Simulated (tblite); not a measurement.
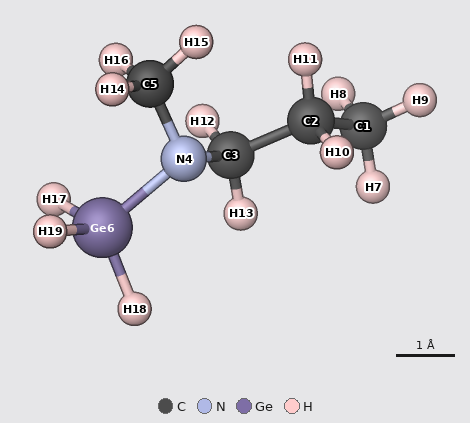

*The starting structure (ball-and-stick view, seen at a tilt; atoms are numbered from 1 in the order of the input). Sticks mark near contacts.*

Bond lengths as drawn: C–C 1.52 to 1.56 Å, C–H 1.10 to 1.12 Å, C–N 1.47 Å, Ge–H 1.55 to 1.56 Å and Ge–N 1.88 Å.

C$_{4}$H$_{13}$GeN: geometry relaxation

- system: C$_{4}$H$_{13}$GeN, SMILES CCC[N](C)[GeH3]
- method: GFN2-xTB geometry optimisation, gas phase (tblite 0.8.0)

### The input
```
{"job": {"xc": "GFN2-xTB", "basis": "xTB", "kind": "relax"}, "charge": 0, "multiplicity": 1}
C     -2.774100    -0.167700    -0.279000
C     -1.405800     0.355000    -0.681600
C     -0.289400    -0.327200     0.160600
N      1.038600     0.052600    -0.351000
C      1.434100     1.382200     0.123900
Ge     2.289600    -1.186700     0.319500
H     -2.855800    -1.254200    -0.469200
H     -2.971200     0.042100     0.801000
H     -3.553100     0.347600    -0.881800
H     -1.236600     0.143100    -1.746800
H     -1.385700     1.447400    -0.517400
H     -0.417700    -0.066100     1.236000
H     -0.446500    -1.422600     0.072100
H      2.468200     1.615900    -0.236100
H      0.768100     2.166100    -0.318000
H      1.404600     1.461000     1.238700
H      2.266300    -1.167600     1.875300
H      1.944900    -2.613600    -0.187000
H      3.711700    -0.798000    -0.166600
```

The first line tells a small driver script what to run in tblite; the rest is the geometry in Å.

Launch command:
```bash
OMP_NUM_THREADS=1 python <driver script> task.json out
```

### The program's output
```
step      E/eV     max force
  0    -544.87689    1.166
  1    -544.97756    0.822
  2    -545.04731    0.490
  3    -545.06348    0.288
  4    -545.07761    0.238
  5    -545.08378    0.219
  6    -545.09104    0.255
  7    -545.09648    0.266
  8    -545.10307    0.224
  9    -545.10915    0.178
 10    -545.11575    0.239
 11    -545.12266    0.252
 12    -545.13039    0.205
 13    -545.13838    0.209
 14    -545.14535    0.205
 15    -545.15025    0.137
 16    -545.15327    0.120
 17    -545.15548    0.120
 18    -545.15750    0.109
 19    -545.15927    0.114
 20    -545.16082    0.089
 21    -545.16234    0.103
 22    -545.16411    0.150
 23    -545.16617    0.173
 24    -545.16833    0.140
 25    -545.17049    0.096
 26    -545.17287    0.118
 27    -545.17558    0.127
 28    -545.17832    0.138
 29    -545.18071    0.119
 30    -545.18277    0.125
 31    -545.18479    0.106
 32    -545.18678    0.103
 33    -545.18831    0.078
 34    -545.18924    0.066
 35    -545.18993    0.062
 36    -545.19070    0.094
 37    -545.19146    0.082
 38    -545.19208    0.063
 39    -545.19259    0.064
 40    -545.19321    0.081
 41    -545.19400    0.112
 42    -545.19471    0.087
 43    -545.19506    0.047
 44    -545.19528    0.037
 45    -545.19528    0.037
 46    -545.19538    0.034
 47    -545.19574    0.036
 48    -545.19589    0.037
 49    -545.19614    0.032
 50    -545.19628    0.036
 51    -545.19645    0.036
 52    -545.19663    0.034
 53    -545.19682    0.026
 54    -545.19697    0.029
 55    -545.19712    0.033
 56    -545.19732    0.038
 57    -545.19754    0.037
 58    -545.19774    0.031
 59    -545.19788    0.027
 60    -545.19801    0.027
 61    -545.19818    0.034
 62    -545.19836    0.031
 63    -545.19853    0.027
 64    -545.19866    0.029
 65    -545.19879    0.032
 66    -545.19892    0.035
 67    -545.19903    0.027
 68    -545.19913    0.025
 69    -545.19922    0.030
 70    -545.19932    0.024
 71    -545.19942    0.025
 72    -545.19951    0.020
 73    -545.19959    0.019
 74    -545.19969    0.025
 75    -545.19980    0.026
 76    -545.19992    0.023
 77    -545.20003    0.021
 78    -545.20012    0.023
 79    -545.20021    0.023
 80    -545.20032    0.023
 81    -545.20044    0.027
 82    -545.20056    0.028
 83    -545.20069    0.029
 84    -545.20080    0.032
 85    -545.20090    0.028
 86    -545.20101    0.028
 87    -545.20114    0.035
 88    -545.20127    0.032
 89    -545.20137    0.021
 90    -545.20146    0.021
 91    -545.20156    0.021
 92    -545.20166    0.026
 93    -545.20175    0.021
 94    -545.20183    0.022
 95    -545.20192    0.023
 96    -545.20202    0.033
 97    -545.20212    0.033
 98    -545.20221    0.020
 99    -545.20227    0.016
100    -545.20232    0.018
101    -545.20238    0.022
102    -545.20243    0.015
103    -545.20248    0.017
104    -545.20251    0.017
105    -545.20254    0.014
106    -545.20256    0.009
107    -545.20257    0.006
108    -545.20258    0.009
109    -545.20259    0.016
110    -545.20260    0.019
111    -545.20262    0.014
112    -545.20263    0.006
113    -545.20264    0.007
114    -545.20264    0.010
115    -545.20265    0.010
116    -545.20266    0.007
117    -545.20266    0.008
118    -545.20267    0.009
119    -545.20268    0.010
120    -545.20269    0.008
121    -545.20270    0.006
122    -545.20270    0.006
123    -545.20271    0.008
124    -545.20271    0.009
125    -545.20272    0.005
126    -545.20272    0.006
127    -545.20273    0.006
128    -545.20273    0.008
129    -545.20274    0.010
130    -545.20276    0.011
131    -545.20278    0.013
132    -545.20280    0.012
133    -545.20281    0.010
134    -545.20283    0.009
135    -545.20285    0.009
136    -545.20286    0.010
137    -545.20288    0.011
138    -545.20289    0.011
139    -545.20291    0.009
140    -545.20293    0.007
141    -545.20294    0.006
142    -545.20294    0.006
143    -545.20295    0.006
144    -545.20295    0.004
145    -545.20295    0.004
```

### Trajectory as extended XYZ (Å, eV, eV/Å), 12 frames, from step=0 to step=145
```
19
Properties=species:S:1:pos:R:3:forces:R:3 step=0 energy=-544.87689
C    -2.7741   -0.1677   -0.2790   -0.6960   0.0890   0.1850
C    -1.4058    0.3550   -0.6816    0.3110  -0.0230   0.4090
C    -0.2894   -0.3272    0.1606   -0.4690   0.3900  -0.5790
N     1.0386    0.0526   -0.3510    0.1700  -0.3240   1.1070
C     1.4341    1.3822    0.1239   -0.0060   0.5680  -0.4440
Ge    2.2896   -1.1867    0.3195    0.3720  -0.3310  -0.1970
H    -2.8558   -1.2542   -0.4692    0.0260   0.5810   0.2100
H    -2.9712    0.0421    0.8010    0.1100  -0.2700  -0.8660
H    -3.5531    0.3476   -0.8818    0.4060  -0.3770   0.4540
H    -1.2366    0.1431   -1.7468    0.1010   0.1290   0.3230
H    -1.3857    1.4474   -0.5174    0.0880  -0.4400  -0.1570
H    -0.4177   -0.0661    1.2360    0.0620  -0.0120  -0.4300
H    -0.4465   -1.4226    0.0721    0.3050   0.4380  -0.0520
H     2.4682    1.6159   -0.2361   -0.7430  -0.3030   0.3450
H     0.7681    2.1661   -0.3180    0.3960  -0.6160   0.4090
H     1.4046    1.4610    1.2387    0.0120   0.0800  -0.6400
H     2.2663   -1.1676    1.8753    0.0720  -0.0790  -0.5080
H     1.9449   -2.6136   -0.1870    0.0840   0.6230   0.2230
H     3.7117   -0.7980   -0.1666   -0.6000  -0.1230   0.2080
19
Properties=species:S:1:pos:R:3:forces:R:3 step=13 energy=-545.13838
C    -2.7597   -0.1547   -0.2880   -0.1050  -0.0170   0.0200
C    -1.3866    0.3637   -0.6833    0.1510   0.0370   0.0180
C    -0.3152   -0.3091    0.1700    0.0650  -0.0750   0.0820
N     1.0552    0.0191   -0.1695    0.0800  -0.0270  -0.0550
C     1.4115    1.3893    0.1291    0.0180   0.0820  -0.0680
Ge    2.3065   -1.2155    0.3501    0.0450  -0.0360   0.0590
H    -2.8267   -1.2259   -0.4550   -0.0040  -0.0610  -0.0380
H    -2.9507    0.0302    0.7677    0.0270   0.0290  -0.0020
H    -3.5429    0.3323   -0.8618   -0.0060   0.0280  -0.0560
H    -1.1828    0.1676   -1.7330   -0.0210  -0.0800  -0.1350
H    -1.3502    1.4408   -0.5393   -0.0470   0.1380   0.0420
H    -0.5208   -0.0726    1.2210   -0.0520   0.0030   0.1870
H    -0.4029   -1.3889    0.0425   -0.1250  -0.1640   0.0310
H     2.4255    1.5646   -0.2344   -0.0380   0.0680   0.0040
H     0.7255    2.0608   -0.3876    0.0960   0.0890   0.0280
H     1.3892    1.6146    1.2051   -0.0800   0.0240  -0.0400
H     2.4169   -1.3203    1.8644    0.0670  -0.0710  -0.1330
H     1.8734   -2.5406   -0.2079    0.0480   0.1000   0.0320
H     3.6249   -0.7460   -0.1976   -0.1190  -0.0660   0.0240
19
Properties=species:S:1:pos:R:3:forces:R:3 step=26 energy=-545.17287
C    -2.7631   -0.1498   -0.3115    0.0870   0.0230  -0.0340
C    -1.3663    0.3566   -0.6597    0.0270  -0.0110   0.0160
C    -0.3252   -0.3125    0.2385   -0.0080  -0.0290   0.0170
N     1.0464    0.0260   -0.0989   -0.0190  -0.0690   0.0890
C     1.3800    1.4210    0.1189    0.0490  -0.0960   0.0160
Ge    2.3145   -1.2214    0.3546   -0.0390   0.0260  -0.0180
H    -2.8330   -1.2225   -0.4850   -0.0230   0.0470  -0.0060
H    -2.9756    0.0408    0.7400   -0.0350  -0.0010  -0.0580
H    -3.5139    0.3536   -0.9166    0.0050  -0.0330   0.0210
H    -1.1235    0.1338   -1.7017   -0.0500   0.0200   0.0440
H    -1.3323    1.4396   -0.5266   -0.0410  -0.0330  -0.0070
H    -0.5590   -0.0748    1.2899    0.0380   0.0370  -0.0350
H    -0.4247   -1.3964    0.1133    0.0050  -0.0190   0.0550
H     2.4102    1.5681   -0.1972    0.0890   0.0770  -0.0130
H     0.7399    2.0709   -0.4797    0.0250  -0.0480   0.0090
H     1.2973    1.7190    1.1716   -0.0700   0.0240   0.0060
H     2.5689   -1.4736    1.8263   -0.0310   0.0530   0.0080
H     1.8530   -2.5128   -0.2347   -0.0330  -0.0050  -0.0540
H     3.5964   -0.7564   -0.2490    0.0260   0.0360  -0.0550
19
Properties=species:S:1:pos:R:3:forces:R:3 step=39 energy=-545.19259
C    -2.7626   -0.1506   -0.3429   -0.0290  -0.0100   0.0100
C    -1.3468    0.3367   -0.6202   -0.0210   0.0020  -0.0020
C    -0.3266   -0.3069    0.3205    0.0010   0.0050  -0.0050
N     1.0445    0.0142   -0.0307    0.0100   0.0220   0.0000
C     1.3698    1.4179    0.1243    0.0160   0.0140   0.0220
Ge    2.3253   -1.2331    0.3136    0.0160  -0.0200  -0.0120
H    -2.8533   -1.2195   -0.5204    0.0370  -0.0190  -0.0010
H    -3.0411    0.0480    0.6895    0.0030   0.0060   0.0240
H    -3.4671    0.3649   -0.9912   -0.0210  -0.0120  -0.0050
H    -1.0748    0.1035   -1.6512    0.0430   0.0120   0.0090
H    -1.3232    1.4203   -0.4969    0.0050   0.0070  -0.0220
H    -0.5541   -0.0067    1.3559   -0.0110   0.0220  -0.0090
H    -0.4309   -1.3954    0.2610   -0.0150  -0.0050  -0.0020
H     2.4274    1.5698   -0.0910    0.0000  -0.0410  -0.0340
H     0.7878    2.0180   -0.5789    0.0460   0.0110   0.0430
H     1.1778    1.7839    1.1413   -0.0530   0.0010  -0.0110
H     2.6428   -1.5187    1.7674   -0.0020   0.0000  -0.0060
H     1.8215   -2.4948   -0.3099   -0.0050  -0.0130   0.0070
H     3.5736   -0.7424   -0.3475   -0.0200   0.0160  -0.0060
19
Properties=species:S:1:pos:R:3:forces:R:3 step=52 energy=-545.19663
C    -2.7615   -0.1577   -0.3480    0.0130  -0.0030   0.0030
C    -1.3482    0.3418   -0.6202    0.0160   0.0000   0.0050
C    -0.3335   -0.2942    0.3336    0.0000   0.0040  -0.0030
N     1.0399    0.0160   -0.0178   -0.0100  -0.0280  -0.0010
C     1.3757    1.4173    0.1331    0.0030  -0.0260  -0.0010
Ge    2.3209   -1.2385    0.3002   -0.0210   0.0100   0.0140
H    -2.8302   -1.2299   -0.5178    0.0020  -0.0040   0.0110
H    -3.0445    0.0461    0.6829    0.0010  -0.0090   0.0030
H    -3.4741    0.3406   -1.0014    0.0100  -0.0110  -0.0080
H    -1.0574    0.1028   -1.6449   -0.0060   0.0000   0.0000
H    -1.3283    1.4270   -0.5081   -0.0080  -0.0050   0.0030
H    -0.5613    0.0201    1.3648   -0.0100   0.0240  -0.0170
H    -0.4465   -1.3832    0.2882    0.0060   0.0180  -0.0060
H     2.4388    1.5534   -0.0606    0.0190  -0.0130  -0.0040
H     0.8196    2.0179   -0.5882   -0.0010   0.0340  -0.0010
H     1.1566    1.7922    1.1398   -0.0140   0.0140   0.0260
H     2.6595   -1.5303    1.7478    0.0060   0.0010   0.0000
H     1.8116   -2.5017   -0.3158   -0.0090   0.0000  -0.0090
H     3.5531   -0.7302   -0.3752    0.0040  -0.0040  -0.0140
19
Properties=species:S:1:pos:R:3:forces:R:3 step=65 energy=-545.19879
C    -2.7578   -0.1754   -0.3491    0.0040   0.0060  -0.0010
C    -1.3544    0.3464   -0.6306    0.0010   0.0040  -0.0050
C    -0.3376   -0.2744    0.3294    0.0060   0.0040   0.0090
N     1.0376    0.0247   -0.0192    0.0100   0.0160   0.0010
C     1.3902    1.4203    0.1477   -0.0030   0.0110   0.0080
Ge    2.3089   -1.2402    0.2957    0.0170  -0.0140  -0.0230
H    -2.8035   -1.2524   -0.4977   -0.0060   0.0120  -0.0040
H    -3.0431    0.0402    0.6788   -0.0070  -0.0030  -0.0050
H    -3.4798    0.2970   -1.0113    0.0010  -0.0170  -0.0010
H    -1.0656    0.1082   -1.6557    0.0150  -0.0190   0.0000
H    -1.3495    1.4320   -0.5234    0.0010   0.0090   0.0040
H    -0.5700    0.0587    1.3529    0.0030   0.0060   0.0180
H    -0.4535   -1.3629    0.3003    0.0010  -0.0060  -0.0020
H     2.4581    1.5424   -0.0349   -0.0190  -0.0010  -0.0050
H     0.8482    2.0395   -0.5710    0.0080  -0.0110   0.0220
H     1.1678    1.7880    1.1581   -0.0020  -0.0020  -0.0160
H     2.6716   -1.5322    1.7376   -0.0090   0.0060   0.0030
H     1.7842   -2.4997   -0.3147   -0.0170  -0.0050   0.0020
H     3.5386   -0.7510   -0.4005   -0.0040   0.0040  -0.0040
19
Properties=species:S:1:pos:R:3:forces:R:3 step=79 energy=-545.20021
C    -2.7507   -0.1891   -0.3564   -0.0010   0.0030  -0.0050
C    -1.3508    0.3445   -0.6318    0.0000  -0.0030   0.0020
C    -0.3370   -0.2577    0.3431   -0.0030   0.0040  -0.0070
N     1.0365    0.0371   -0.0145    0.0000  -0.0090   0.0210
C     1.3976    1.4282    0.1644    0.0000  -0.0020  -0.0010
Ge    2.2960   -1.2439    0.2746    0.0010  -0.0030   0.0220
H    -2.7796   -1.2689   -0.4859   -0.0100   0.0040  -0.0080
H    -3.0524    0.0395    0.6639    0.0020   0.0070  -0.0060
H    -3.4707    0.2604   -1.0359   -0.0100  -0.0070  -0.0060
H    -1.0471    0.0910   -1.6493   -0.0050   0.0010   0.0060
H    -1.3560    1.4320   -0.5416    0.0040  -0.0090   0.0060
H    -0.5670    0.0911    1.3625    0.0000  -0.0060  -0.0160
H    -0.4536   -1.3470    0.3276    0.0020   0.0140   0.0180
H     2.4647    1.5463   -0.0214    0.0050   0.0040  -0.0130
H     0.8554    2.0567   -0.5444   -0.0090   0.0120  -0.0040
H     1.1814    1.7869    1.1784   -0.0020   0.0010   0.0110
H     2.6679   -1.5270    1.7152    0.0140  -0.0090   0.0030
H     1.7361   -2.4980   -0.3147   -0.0030  -0.0040  -0.0110
H     3.5196   -0.7728   -0.4413    0.0140   0.0020  -0.0140
19
Properties=species:S:1:pos:R:3:forces:R:3 step=92 energy=-545.20166
C    -2.7490   -0.2001   -0.3732    0.0020   0.0000  -0.0030
C    -1.3458    0.3346   -0.6325   -0.0010   0.0000   0.0050
C    -0.3392   -0.2419    0.3660    0.0050  -0.0020   0.0060
N     1.0366    0.0466    0.0116    0.0050   0.0140  -0.0010
C     1.4010    1.4374    0.1842    0.0010   0.0110   0.0030
Ge    2.2902   -1.2474    0.2620    0.0020   0.0020  -0.0260
H    -2.7738   -1.2825   -0.4813    0.0070   0.0060   0.0000
H    -3.0728    0.0494    0.6356    0.0090   0.0010  -0.0080
H    -3.4580    0.2310   -1.0764    0.0080   0.0000   0.0020
H    -1.0242    0.0686   -1.6414   -0.0080  -0.0020   0.0070
H    -1.3577    1.4230   -0.5567   -0.0040   0.0020  -0.0130
H    -0.5756    0.1344    1.3731   -0.0100  -0.0060   0.0070
H    -0.4520   -1.3308    0.3808   -0.0200  -0.0050   0.0050
H     2.4629    1.5589   -0.0288   -0.0060  -0.0100  -0.0070
H     0.8390    2.0676   -0.5088    0.0070  -0.0050   0.0050
H     1.2095    1.7953    1.2043    0.0030  -0.0110  -0.0050
H     2.7034   -1.5485    1.6867    0.0110  -0.0030   0.0200
H     1.6931   -2.4874   -0.3219    0.0020  -0.0070   0.0000
H     3.5026   -0.7989   -0.4908   -0.0140   0.0160   0.0050
19
Properties=species:S:1:pos:R:3:forces:R:3 step=105 energy=-545.20254
C    -2.7453   -0.2066   -0.3864    0.0020   0.0000   0.0000
C    -1.3416    0.3297   -0.6344    0.0020   0.0000   0.0010
C    -0.3476   -0.2284    0.3875    0.0010  -0.0010  -0.0010
N     1.0306    0.0495    0.0362    0.0000  -0.0010  -0.0050
C     1.4055    1.4379    0.2008    0.0030   0.0000   0.0030
Ge    2.2832   -1.2492    0.2494    0.0030  -0.0030   0.0130
H    -2.7605   -1.2906   -0.4764   -0.0070  -0.0020   0.0020
H    -3.0835    0.0585    0.6132   -0.0030   0.0010   0.0010
H    -3.4461    0.2080   -1.1071    0.0000   0.0020  -0.0010
H    -1.0048    0.0453   -1.6331   -0.0020   0.0000   0.0000
H    -1.3577    1.4193   -0.5806   -0.0020   0.0000  -0.0020
H    -0.5909    0.1681    1.3850   -0.0050   0.0010  -0.0030
H    -0.4673   -1.3162    0.4231    0.0000  -0.0020   0.0050
H     2.4623    1.5520   -0.0388    0.0060   0.0000  -0.0010
H     0.8309    2.0719   -0.4775   -0.0010   0.0010  -0.0010
H     1.2413    1.7946    1.2254    0.0000   0.0030   0.0090
H     2.7380   -1.5625    1.6619   -0.0060   0.0060  -0.0100
H     1.6701   -2.4847   -0.3271    0.0030  -0.0060  -0.0020
H     3.4736   -0.7875   -0.5286    0.0050   0.0030  -0.0060
19
Properties=species:S:1:pos:R:3:forces:R:3 step=118 energy=-545.20267
C    -2.7474   -0.2063   -0.3879   -0.0010  -0.0010   0.0020
C    -1.3422    0.3265   -0.6355   -0.0010   0.0010  -0.0010
C    -0.3488   -0.2278    0.3893   -0.0010   0.0000  -0.0020
N     1.0297    0.0492    0.0379   -0.0020   0.0000  -0.0060
C     1.4074    1.4368    0.2044    0.0000  -0.0020   0.0020
Ge    2.2843   -1.2486    0.2467   -0.0010   0.0020  -0.0070
H    -2.7666   -1.2905   -0.4748   -0.0010  -0.0020   0.0010
H    -3.0868    0.0625    0.6104   -0.0020   0.0020   0.0010
H    -3.4457    0.2086   -1.1110    0.0000   0.0000   0.0010
H    -1.0055    0.0390   -1.6333    0.0020  -0.0020   0.0010
H    -1.3581    1.4163   -0.5851    0.0040   0.0030  -0.0040
H    -0.5935    0.1734    1.3846    0.0010  -0.0030  -0.0020
H    -0.4684   -1.3155    0.4299    0.0000   0.0000   0.0010
H     2.4640    1.5494   -0.0379   -0.0010   0.0010  -0.0010
H     0.8320    2.0733   -0.4710    0.0010  -0.0010   0.0030
H     1.2474    1.7918    1.2305   -0.0020   0.0000   0.0020
H     2.7400   -1.5572    1.6582    0.0050  -0.0010   0.0070
H     1.6763   -2.4878   -0.3285   -0.0010   0.0020   0.0010
H     3.4720   -0.7840   -0.5345    0.0000   0.0000   0.0010
19
Properties=species:S:1:pos:R:3:forces:R:3 step=131 energy=-545.20278
C    -2.7497   -0.2033   -0.3872    0.0000   0.0010   0.0000
C    -1.3424    0.3217   -0.6403    0.0030  -0.0040   0.0030
C    -0.3492   -0.2288    0.3870    0.0050   0.0020  -0.0010
N     1.0293    0.0493    0.0353    0.0010  -0.0060  -0.0050
C     1.4075    1.4358    0.2106   -0.0040  -0.0060   0.0010
Ge    2.2864   -1.2462    0.2446   -0.0010  -0.0060  -0.0030
H    -2.7738   -1.2879   -0.4669    0.0010  -0.0020  -0.0010
H    -3.0888    0.0730    0.6091    0.0070   0.0070   0.0050
H    -3.4462    0.2101   -1.1126   -0.0050   0.0000  -0.0050
H    -1.0084    0.0241   -1.6362    0.0010   0.0020   0.0030
H    -1.3526    1.4122   -0.5994    0.0000  -0.0060  -0.0020
H    -0.5936    0.1762    1.3808   -0.0050  -0.0050  -0.0020
H    -0.4680   -1.3165    0.4318    0.0000   0.0080  -0.0020
H     2.4632    1.5506   -0.0348   -0.0040   0.0000   0.0030
H     0.8294    2.0768   -0.4579   -0.0020   0.0040   0.0010
H     1.2502    1.7815    1.2401    0.0020   0.0120   0.0030
H     2.7478   -1.5516    1.6557    0.0000   0.0010  -0.0010
H     1.6775   -2.4869   -0.3264    0.0030   0.0020   0.0010
H     3.4714   -0.7808   -0.5407   -0.0020  -0.0020   0.0010
19
Properties=species:S:1:pos:R:3:forces:R:3 step=145 energy=-545.20295
C    -2.7510   -0.1965   -0.3855    0.0010   0.0010   0.0010
C    -1.3398    0.3115   -0.6517   -0.0010   0.0000   0.0010
C    -0.3499   -0.2322    0.3820   -0.0020  -0.0010   0.0000
N     1.0293    0.0502    0.0367   -0.0010   0.0010   0.0010
C     1.4044    1.4359    0.2237    0.0010   0.0010  -0.0010
Ge    2.2891   -1.2438    0.2406    0.0010   0.0010  -0.0010
H    -2.7855   -1.2821   -0.4473    0.0010   0.0030   0.0000
H    -3.0812    0.0997    0.6082   -0.0010   0.0010  -0.0010
H    -3.4476    0.2117   -1.1140    0.0020  -0.0020   0.0000
H    -1.0102   -0.0033   -1.6437   -0.0020  -0.0010   0.0020
H    -1.3405    1.4023   -0.6274    0.0000   0.0000   0.0000
H    -0.6016    0.1739    1.3734   -0.0010   0.0000   0.0000
H    -0.4660   -1.3198    0.4288    0.0010  -0.0020   0.0000
H     2.4575    1.5564   -0.0293    0.0020  -0.0010   0.0030
H     0.8194    2.0827   -0.4332   -0.0010  -0.0020   0.0000
H     1.2549    1.7721    1.2579    0.0010   0.0010  -0.0020
H     2.7610   -1.5430    1.6494    0.0000   0.0000   0.0010
H     1.6793   -2.4870   -0.3228   -0.0010   0.0010  -0.0010
H     3.4686   -0.7795   -0.5532    0.0010   0.0010  -0.0010
```

### Key numbers

```csv
quantity,value
outcome,converged
total energy,−545.2030 eV
hardware,"1 CPU thread, shared host"
wall time,0.86 s
peak memory,0.24 GiB
```
